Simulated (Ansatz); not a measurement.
# LiMgBr3 (model cell, started as cubic perovskite with Mg in the octahedra): following an unstable mode

Aim: this structure of LiMgBr3 (model cell, started as cubic perovskite with Mg in the octahedra) is to be tested for unstable modes, and one is followed downhill.

Method: DFT PBEsol, scalar-relativistic, plane waves, PAW; PAW set soft_1, in Ansatz 0.2.0.

The structure was built from a prototype and need not be the compound's stable phase.

## Step 1: Set-up

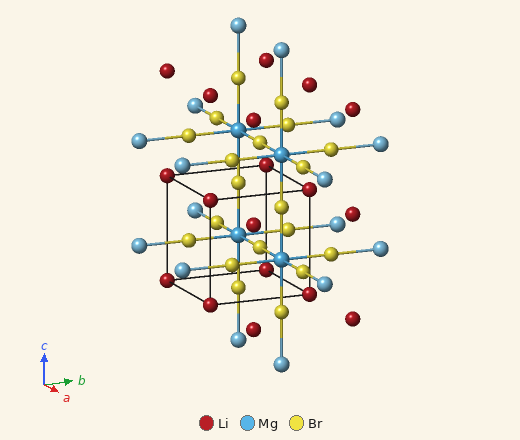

The cell as given, slightly off an axis (lithium red, magnesium blue, bromine yellow). 2×1×2 cells are drawn. Some periodic images of atoms are drawn too.

Structure file:

```cif
data_structure
_symmetry_space_group_name_H-M 'Pm-3m'
_symmetry_Int_Tables_number 221
_cell_length_a 5.2123
_cell_length_b 5.2123
_cell_length_c 5.2123
_cell_angle_alpha 90.000
_cell_angle_beta 90.000
_cell_angle_gamma 90.000
_cell_volume 141.61
loop_
_atom_site_label
_atom_site_type_symbol
_atom_site_symmetry_multiplicity
_atom_site_Wyckoff_symbol
_atom_site_fract_x
_atom_site_fract_y
_atom_site_fract_z
_atom_site_occupancy
Li1 Li 1 a 0.00000 0.00000 0.00000 1
Mg1 Mg 1 b 0.50000 0.50000 0.50000 1
Br1 Br 3 c 0.50000 0.50000 0.00000 1
```

## Step 2: The dispersion

The cell comes from relaxations at this level that are not shown. Stability and thermal properties need the whole zone. Linear response on a 2×2×2 q mesh gives force constants as far as a supercell of that size would, and the tensors from the zone-centre run are typed in so that the long-range dipole term is interpolated apart.

The input, input.yaml:

```yaml
crystal:
  lattice:
    - [5.2123358958, 0.0, 0.0]
    - [0.0, 5.2123358958, 0.0]
    - [0.0, 0.0, 5.2123358958]
  atoms:
    - { symbol: Li, position: [0.0, 0.0, 0.0] }
    - { symbol: Mg, position: [0.5, 0.5, 0.5] }
    - { symbol: Br, position: [0.5, 0.5, 0.0] }
    - { symbol: Br, position: [0.5, 0.0, 0.5] }
    - { symbol: Br, position: [0.0, 0.5, 0.5] }
kpoints:
  mp_grid: { grid: [6, 6, 6] }
hamiltonian:
  xc: pbesol
  pseudopotentials: { kind: paw, azcp: { folder: soft_1 }, xc_functional: pbe }
scf:
  occupations: { method: fixed }
output:
  eigenvalues: true
phonons:
  method: dfpt
  qmesh: [2, 2, 2]
  temperatures: { t_max: 1000, t_step: 50 }
  qpath:
    path:
      - [[0.0, 0.0, 0.0], [0.0, 0.5, 0.0], [0.5, 0.5, 0.0], [0.0, 0.0, 0.0], [0.5, 0.5, 0.5], [0.0, 0.5, 0.0]]
      - [[0.5, 0.5, 0.5], [0.5, 0.5, 0.0]]
    npoints: 10
  non_analytic_term:
    high_frequency_dielectric_tensor: [[3.3007, 0.0, 0.0], [0.0, 3.3007, 0.0], [0.0, 0.0, 3.3007]]
    born_effective_charges:
      - { species: Li, tensor: [[1.4392, 0.0, 0.0], [0.0, 1.4392, 0.0], [0.0, 0.0, 1.4392]] }
      - { species: Mg, tensor: [[2.3693, 0.0, 0.0], [0.0, 2.3693, 0.0], [0.0, 0.0, 2.3693]] }
      - { species: Br, tensor: [[-0.8839, 0.0, 0.0], [0.0, -0.8839, 0.0], [0.0, 0.0, -2.0407]] }
      - { species: Br, tensor: [[-0.8839, 0.0, 0.0], [0.0, -2.0407, 0.0], [0.0, 0.0, -0.8839]] }
      - { species: Br, tensor: [[-2.0407, 0.0, 0.0], [0.0, -0.8839, 0.0], [0.0, 0.0, -0.8839]] }
    source: "zone-centre run at this cell"
```

Run with:

```bash
ansatz run input.yaml --threads 8 --pin off --max-ram 16384MiB --backend cpu --events-out ev --progress --plain --runs-dir out
```

Numbers of over 12 decimals in the logs are rounded to 6 here.

Log:

```text
Engine: ansatz 0.2.0, aarch64-unknown-linux-gnu
Pseudopotentials: kind: paw
Pseudopotential: Li, paw, valence charge 3, recommended cutoff 420 eV (normal), soft_1/Li.paw.azcp
Pseudopotential: Mg, paw, valence charge 10, recommended cutoff 420 eV (normal), soft_1/Mg.paw.azcp
Pseudopotential: Br, paw, valence charge 7, recommended cutoff 420 eV (normal), soft_1/Br.paw.azcp
Functional definition: PBEsol
  exchange = pbesol_x
  correlation = pbesol_c
Crystal: 5 atoms, lattice volume = 141.611 Å³
Basis set: ecut = 420 eV, 2777 PW (Γ), exchange–correlation on 72×72×72 points (8 copies of the dense FFT grid, shifted against one another)
Bands: 22, of which v1, the nominal top of the filled ones, is band 17 counted from 1 (16 counted from 0)
Symmetry: 48 space group operations
k-points: 20 of 216
Non-local potential: Li, projectors of the file, l = 0: 3, l = 1: 2, l = 2: 1
Non-local potential: Mg, projectors of the file, l = 0: 3, l = 1: 2, l = 2: 1
Non-local potential: Br, projectors of the file, l = 0: 2, l = 1: 2, l = 2: 2
PAW form: soft (Blöchl's): semilocal exchange-correlation on the pseudo side does not see the compensation charge
PAW frozen core: Mg, regenerated for the run's functional, and the local potential with it (the file was generated under x = pbe(κ = 0.804, μ = 0.219515), c = pbe(β = 0.066725))
PAW frozen core: Br, regenerated for the run's functional, and the local potential with it (the file was generated under x = pbe(κ = 0.804, μ = 0.219515), c = pbe(β = 0.066725))
PAW one-centre angular grid: Li, 110 points (default); XC on 64 Gauss nodes
PAW one-centre angular grid: Mg, 110 points (default); XC on 64 Gauss nodes
PAW one-centre angular grid: Br, 110 points (default); XC on 64 Gauss nodes
Initial density: superposition of atomic densities (chi_scale 0.1, normalization cell, long waves kept (reshape's long-wave potential 0.01 eV rms))
Initial wavefunctions: pseudopotential atomic-orbital guess
Functional: x = pbesol(κ = 0.804, μ = 0.123457), c = pbesol(β = 0.046)
SCF iter   1: F=—  HF=-10331.144700 eV  |F-HF|=—  |Δ(HF+E_count)|=         —  Δρ=3.53e-2  dr2=1.38e0  ethr=3.10e-3  ⟨swp⟩=4.5  Hψ=1973  notcnv=0  defer=49
preconditioner: auto → Resta (q_TF=auto, 2.151 Å⁻¹)  ε∞=3.2  [insulator: Δε(μ)=1.745 eV  Ē_g=10.312 eV  n_scr=26 (ndim 8)  ℏωp=15.3 eV  f_vac=0.000  ε∞_Penn≈3.2]
SCF iter   2: F=—  HF=-10330.762296 eV  |F-HF|=—  |Δ(HF+E_count)|=   3.82e-1  Δρ=1.62e-2  dr2=3.75e-1  ethr=3.10e-3  ⟨swp⟩=2.4  Hψ=963  notcnv=0  defer=40
SCF iter   3: F=—  HF=-10330.696483 eV  |F-HF|=—  |Δ(HF+E_count)|=   6.58e-2  Δρ=2.43e-3  dr2=1.69e-2  ethr=1.10e-3  ⟨swp⟩=2.5  Hψ=790  notcnv=0  defer=47
SCF iter   4: F=—  HF=-10330.700297 eV  |F-HF|=—  |Δ(HF+E_count)|=   3.81e-3  Δρ=6.17e-4  dr2=1.23e-3  ethr=4.96e-5  ⟨swp⟩=2.5  Hψ=791  notcnv=0  defer=56
SCF iter   5: F=—  HF=-10330.700961 eV  |F-HF|=—  |Δ(HF+E_count)|=   6.63e-4  Δρ=1.41e-4  dr2=3.71e-5  ethr=3.61e-6  ⟨swp⟩=2.0  Hψ=619  notcnv=0  defer=56
SCF iter   6: F=—  HF=-10330.700964 eV  |F-HF|=—  |Δ(HF+E_count)|=   3.26e-6  Δρ=2.86e-5  dr2=1.38e-6  ethr=1.09e-7  ⟨swp⟩=2.6  Hψ=740  notcnv=0  defer=38
SCF iter   7: F=—  HF=-10330.700962 eV  |F-HF|=—  |Δ(HF+E_count)|=   2.27e-6  Δρ=6.10e-6  dr2=7.40e-8  ethr=4.07e-9  ⟨swp⟩=2.0  Hψ=735  notcnv=0  defer=25
SCF iter   8: F=—  HF=-10330.700962 eV  |F-HF|=—  |Δ(HF+E_count)|=   1.23e-7  Δρ=1.14e-6  dr2=2.25e-9  ethr=2.18e-10  ⟨swp⟩=2.4  Hψ=668  notcnv=0  defer=25
SCF iter   9: F=—  HF=-10330.700962 eV  |F-HF|=—  |Δ(HF+E_count)|=   4.06e-9  Δρ=2.41e-7  dr2=1.23e-10  ethr=6.61e-12  ⟨swp⟩=2.0  Hψ=707  notcnv=0  defer=25
SCF iter  10: F=-10330.700962 eV  HF=-10330.700962 eV  |F-HF|=7.28e-12  |Δ(HF+E_count)|=  2.00e-10  Δρ=6.06e-8  dr2=5.29e-12  ethr=1.00e-12  ⟨swp⟩=12.4  Hψ=2765  notcnv=0
SCF 1 converged in 10 iterations: F = -10330.700962 eV  dr2 = 5.29e-12
  greatest PAW one-centre occupation: 1.000 electrons in one spin orbital (limit 2), on the Mg atom at site 1 (counted from 0), in its partial waves of l = 0
NSCF: frozen V_eff on 20 k-points
NSCF: frozen V_eff on 64 k-points
DFPT response loops at q = (0, 0, 0) (fractional): preconditioner auto → none (the input reference at scf.mixing.eps_inf says where Resta's filter doesn't serve); β = 0.50; Broyden in place of MSR1
NSCF: frozen V_eff on 128 k-points
DFPT response loops at q = (0, 0, -0.5) (fractional): preconditioner auto → Resta (q_TF=auto, 2.151 Å⁻¹)  ε∞=4.6 (no band partly filled); β = 1.00, the filter's whole step (`scf.mixing.beta` (0.50) is not read by the response loops at its default; to damp them type it under 1.00, their step now; it binds the ground state too); Broyden in place of MSR1
NSCF: frozen V_eff on 128 k-points
DFPT response loops at q = (0, -0.5, -0.5) (fractional): mixed as the last ones told, above
NSCF: frozen V_eff on 128 k-points
DFPT response loops at q = (-0.5, -0.5, -0.5) (fractional): mixed as the last ones told, above
SCF converged after 10 iterations
Free energy (F): -10330.700962 eV
Harris-Foulkes:  -10330.700962 eV  (|F-HF|=7.28e-12)
Internal energy: -10330.700962 eV  (E = F + TS)
E sigma→0 (E₀):  -10330.700962 eV
Fermi energy:    1.967920 eV
--- Per-component energies (eV) ---
  E_band       = -537.013082
  E_kinetic    = 482.866353
  E_local      = -2981.069457  (includes V_loc(G=0)·N_el)
  E_nonlocal   = 331.303442
  E_hartree    = 1039.947882
  E_xc         = -621.077320
  E_vxc        = -374.197205  (∫ρ·V_xc dr)
  E_paw        = -7119.633098  (= ΣΔE_a)
  E_vpaw       = -75.812063  (= ΣTr[D̂ρ^β])
  E_aug_tail   = 0.000104  (compensation charges beyond the density's cutoff)
  E_ewald      = -1463.374543
  E_core_change = 0.335675  (= ΣΔE_core)
  E_smearing   = -0.000000  (= −TS)
  E_closure    = 0.000000  (closes the sum)
  Σ components = -10330.700962   (vs F -10330.700962, Δ=0.00e0)
--- Band table (eV; the first three rows and the last of 20) ---
  k-point 0: bands = [... 13 lower, 1.0803, 1.3781, 1.3781, 1.3781, 4.8368, 4.9424, 8.8370, 8.8370, ... 1 higher]
  k-point 1: bands = [... 13 lower, 0.9964, 1.0148, 1.3204, 1.3204, 5.1802, 5.3989, 8.4507, 8.8617, ... 1 higher]
  k-point 2: bands = [... 13 lower, 0.7002, 0.8906, 1.2907, 1.2907, 5.8879, 6.4824, 7.6796, 8.7094, ... 1 higher]
  k-point 19: bands = [... 13 lower, 0.7915, 1.9679, 1.9679, 1.9679, 5.5787, 7.7993, 7.7993, 7.7993, ... 1 higher]
--- Phonons (Γ-DFPT): 4 representative perturbations + reference (Σ response iterations 12) ---
  ASR residual: 1.990e-4 → 0.000e0 eV/Å²; symmetrization residual: 6.076e-7 eV/Å²
  ASR residual per site (eV/Å²): 1.56e-5 1.99e-4 4.39e-5 4.39e-5 4.39e-5
  Γ frequencies (cm⁻¹): -175.82 -175.82 -175.82 -9.94 -9.94 -9.94 0.00 0.00 0.00 83.42 83.42 83.42 238.14 238.14 238.14
--- Phonons (arbitrary-q DFPT): 4 irreducible q on the 2×2×2 mesh ---
  q = [0.0000, 0.0000, 0.0000] (star 1, of the zone-centre solve; hermiticity 1.82e-7, symmetrization 5.26e-12): -175.82 -175.82 -175.82 -9.94 -9.94 -9.94 0.00 0.00 0.00 83.42 83.42 83.42 238.14 238.14 238.14
  q = [0.0000, 0.0000, -0.5000] (star 3, 9 solved perturbations in 504 linear systems a pass and spin channel, the states on 64 of 216 k-point pairs; hermiticity 1.61e-7, symmetrization 2.75e-8): -167.05 -167.05 -19.41 -19.41 15.59 48.75 48.75 59.11 59.60 84.36 84.36 186.55 237.76 237.76 258.32
  q = [0.0000, -0.5000, -0.5000] (star 3, 9 solved perturbations in 504 linear systems a pass and spin channel, the states on 64 of 216 k-point pairs; hermiticity 3.40e-7, symmetrization 1.13e-7): -155.46 -151.19 -151.19 -66.53 35.11 35.11 66.48 66.48 79.92 91.32 124.79 184.36 237.50 270.57 270.57
  q = [-0.5000, -0.5000, -0.5000] (star 1, 4 solved perturbations in 184 linear systems a pass and spin channel, the states on 64 of 216 k-point pairs; hermiticity 1.23e-6, symmetrization 6.14e-7): -172.71 -172.71 -172.71 -66.57 -66.57 -66.57 89.67 89.67 89.67 123.17 123.17 195.93 271.69 271.69 271.69
  sum rule: each row above includes the acoustic sum rule's correction from the zone centre's row sums; it moved no ω² by more than (1.49 cm⁻¹)²
  mesh force constants: q→R imaginary residual 3.49e-18; ASR residual 1.990e-4 → 0.000e0 eV/Å²; symmetrization residual 7.994e-15 eV/Å²
  interpolated dispersion: 63 rows × 15 modes
  density of states and harmonic sums: on the 12×12×12 q-mesh, interpolated from the force constants of a 2×2×2 supercell (with the dipole–dipole term of supplied tensors)
  largest difference from the sums on the solved wave vectors: F 7.23e-2 eV, S 9.60e-5 and C_V 3.20e-5 eV/K
  zero-point energy: 0.084503 eV/cell   skipped modes (ω ≤ 0): 435, of them read as no rigid motion or as one in doubt: 432 (5.149e0 modes/cell left out, lowest -175.82 cm⁻¹)   left out of the sums: 3.43e-1 of the cell's modes: C_V's classical limit lies that fraction below 3 k_B per atom; for a crystal, a wire or a layer, F and S can be off by more, and a phonons.interpolated_qmesh denser along its periods is the remedy for the sampling
```

It took 41 s on 8 threads of Arm Neoverse V2, shared host; peak memory 0.9 GiB.

Numbers from this step:

| Quantity | Value |
| --- | --- |
| gap on the k-mesh | 2.869 eV |
| volume per atom | 28.32 Å³ |
| sum-rule residual before enforcement | 1.99e-4 eV/Å² |
| lowest frequency on the path | -175.8 cm⁻¹ |
| point group | m-3m |
| highest frequency on the path or at a solved wavevector | 307.6 cm⁻¹ |
| highest optical mode at the zone centre (no LO-TO term) | 238.1 cm⁻¹ |
| lowest optical zone-centre mode | -175.8 cm⁻¹ |
| lowest mode on the q mesh (acoustic modes at Γ apart) | -175.8 cm⁻¹ |

Frequencies (cm⁻¹) solved at each irreducible wavevector; negative means imaginary. Frequencies by wavevector, by row:

```csv
q in reciprocal lattice units,star,mode 1,mode 2,mode 3,mode 4,mode 13,mode 14,mode 15
0 0 0,1,-175.8,-175.8,-175.8,-9.9,238.1,238.1,238.1
0 0 -0.5,3,-167.1,-167.1,-19.4,-19.4,237.8,237.8,258.3
0 -0.5 -0.5,3,-155.5,-151.2,-151.2,-66.5,237.5,270.6,270.6
-0.5 -0.5 -0.5,1,-172.7,-172.7,-172.7,-66.6,271.7,271.7,271.7
```

Interpolated from a 2×2×2 q mesh, with the LO-TO term (at Γ the limit along the path; where Γ stands inside the path, tables give the limit on arrival). The phonon branches at the labelled points (cm⁻¹):

```csv
point,branch 1,branch 2,branch 3,branch 4,branch 12,branch 13,branch 14,branch 15
Γ,-176,-176,-88,-10,96,238,238,308
X,-167,-167,-19,-19,187,238,238,258
M,-156,-151,-151,-66,184,238,271,271
Γ,-176,-176,-88,-10,96,238,238,308
R,-173,-173,-173,-67,196,272,272,272
X,-167,-167,-19,-19,187,238,238,258
jump to R,-173,-173,-173,-67,196,272,272,272
M,-156,-151,-151,-66,184,238,271,271
```

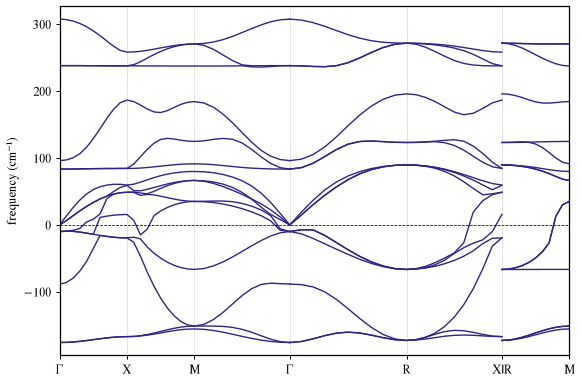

Phonon branches along the path.

Symmetry leaves 4 wavevectors to solve. The lowest mode among them, the acoustic zeros apart, lies at Γ and is imaginary, 175.8i cm⁻¹, so the energy falls along it.

## Step 3: The mode frozen in, largest atomic shift 0 Å

The mode followed lies at Γ with frequency 175.8i cm⁻¹ and is 3-fold degenerate, the softest among the wavevectors solved. At small amplitude the distorted cell has space group no. 38 by a symmetry search on the positions. The undistorted cell that holds it gives the zero of energy on the same k mesh.

input.yaml, the sections that differ from step 2:

```yaml
scf:
  occupations: { method: gaussian, width: 0.02 }
output:
  forces: true
  stress: true
  eigenvalues: true
# crystal, kpoints, hamiltonian: as in step 2
# phonons: removed
```

Log:

```text
[...]
Crystal: 5 atoms, lattice volume = 141.611 Å³
Basis set: ecut = 420 eV, 2777 PW (Γ), exchange–correlation on 72×72×72 points (8 copies of the dense FFT grid, shifted against one another)
Bands: 22, of which v1, the nominal top of the filled ones, is band 17 counted from 1 (16 counted from 0)
Symmetry: 48 space group operations
[...]
k-points: 20 of 216
[...]
P = ⅓ Tr σ = 0.0038 GPa (0.038 kbar)
--- Band table (eV; the first three rows and the last of 20) ---
  k-point 0: bands = [... 13 lower, 1.0805, 1.3783, 1.3783, 1.3783, 4.8369, 4.9426, 8.8371, 8.8371]
  k-point 1: bands = [... 13 lower, 0.9966, 1.0149, 1.3206, 1.3206, 5.1803, 5.3991, 8.4509, 8.8618]
  k-point 2: bands = [... 13 lower, 0.7003, 0.8907, 1.2909, 1.2909, 5.8881, 6.4826, 7.6798, 8.7094]
  k-point 19: bands = [... 13 lower, 0.7917, 1.9681, 1.9681, 1.9681, 5.5788, 7.7995, 7.7995, 7.7995]
[key lines of the parts left out:]
SCF converged after 7 iterations
Free energy (F): -10330.700962 eV
Fermi energy:    3.402563 eV
```

Wall time 0.58 s (8 threads); peak memory 0.48 GiB; 3.3 s of CPU time.

Numbers from this step:

| Item | Value |
| --- | --- |
| pressure | 0.003777 GPa |
| energy from the undistorted cell | 0 meV/atom |

At this level the gap is 2.87 eV on the k-mesh of the self-consistent run, which can miss the band edges.

## Step 4: The mode frozen in, largest atomic shift 0.6 Å

The atoms are moved along the unstable eigenvector, the largest shift by 0.6 Å, with the cell fixed.

input.yaml, the sections that differ from step 3:

```yaml
crystal:
  lattice:
    - [5.2123358958, 0.0, 0.0]
    - [0.0, 5.2123358958, 0.0]
    - [0.0, 0.0, 5.2123358958]
  atoms:
    - { symbol: Li, position: [0.0, 0.0813961489, 0.0813961489] }
    - { symbol: Mg, position: [0.5, 0.5013130891, 0.5013130891] }
    - { symbol: Br, position: [0.5, 0.4962516685, 2.76513e-05] }
    - { symbol: Br, position: [0.5, 2.76513e-05, 0.4962516685] }
    - { symbol: Br, position: [0.0, 0.4962516685, 0.4962516685] }
# kpoints, hamiltonian, scf, output: as in step 3
```

Log:

```text
[...]
Crystal: 5 atoms, lattice volume = 141.611 Å³
Basis set: ecut = 420 eV, 2777 PW (Γ), exchange–correlation on 72×72×72 points (8 copies of the dense FFT grid, shifted against one another)
Bands: 22, of which v1, the nominal top of the filled ones, is band 17 counted from 1 (16 counted from 0)
Symmetry: 4 space group operations
[...]
k-points: 52 of 216 (time reversal used)
[...]
P = ⅓ Tr σ = 0.0899 GPa (0.899 kbar)
--- Band table (eV; the first three rows and the last of 52) ---
  k-point 0: bands = [... 13 lower, 1.0238, 1.3084, 1.3124, 1.3376, 4.7716, 5.1084, 8.3275, 8.4838]
  k-point 1: bands = [... 13 lower, 0.9405, 0.9949, 1.2401, 1.2517, 5.2166, 5.4547, 8.2198, 8.5733]
  k-point 2: bands = [... 13 lower, 0.6849, 0.8121, 1.1747, 1.2227, 6.0009, 6.4452, 7.7227, 8.6811]
  k-point 51: bands = [... 13 lower, 0.7477, 1.8465, 1.8982, 1.9456, 5.7719, 7.6407, 7.6838, 7.7796]
[key lines of the parts left out:]
SCF converged after 8 iterations
Free energy (F): -10330.839490 eV
Fermi energy:    3.358606 eV
```

The job ended after 1.7 s (8 threads; peak memory 0.48 GiB).

This step gave:

- pressure: 0.08985 GPa
- gap on the k-mesh: 2.826 eV
- energy from the undistorted cell: -27.71 meV/atom

The energy, extrapolated to zero smearing, is -27.71 meV/atom against the undistorted cell.

The run ends at a pressure of 0.09 GPa, with forces up to 0.40 eV/Å.

## Step 5: Energy along the mode, all amplitudes (two of the runs are shown above)

An imaginary frequency means negative curvature, so the energy should fall and then rise again as anharmonic terms take over.

This step gave:

* depth at the lowest point sampled: 27.71 meV/atom
* largest atomic shift at that point: 0.6 Å

The energy from the parent by largest atomic shift:

```csv
largest atomic shift (Å),energy from the parent (meV/atom)
0.000,0
0.040,-0.132
0.080,-0.529
0.140,-1.62
0.220,-3.97
0.320,-8.32
0.450,-16.1
0.600,-27.7
```

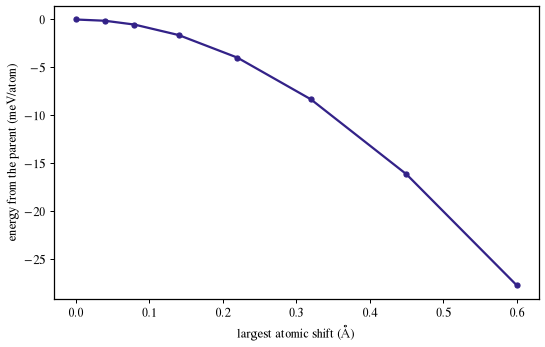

Energy from the parent, plotted against largest atomic shift.

Displacement at unit largest shift by atom:

```csv
atom,x (Å),y (Å),z (Å),size
Li1,0.000,0.707,0.707,1.000
Mg2,0.000,0.011,0.011,0.016
Br3,0.000,-0.033,0.000,0.033
Br4,0.000,0.000,-0.033,0.033
Br5,0.000,-0.033,-0.033,0.047
```

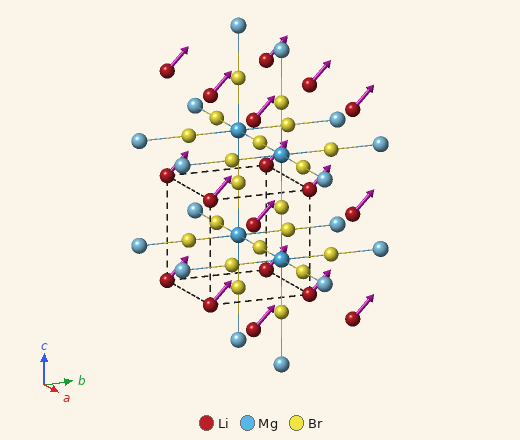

Displacement at unit largest shift as arrows, the longest 1.000 Å. 2×1×2 cells are drawn. Some periodic images of atoms are drawn too.

The lowest of the steps tried is the last one, at 0.6 Å, 27.7 meV/atom below the parent; the bottom of the well need not coincide with a step.

(Continued in part 2 of 3.)

[Logs are printed without paths, hosts, clocks, repeated set-up lines and the standing remarks that a program may print on its own settings, such as how far it seeks lower states.]

[Hosts, paths, dates, database ids (printed as entryN), source tags and the programs' standing remarks are cut or masked in the printed files.]
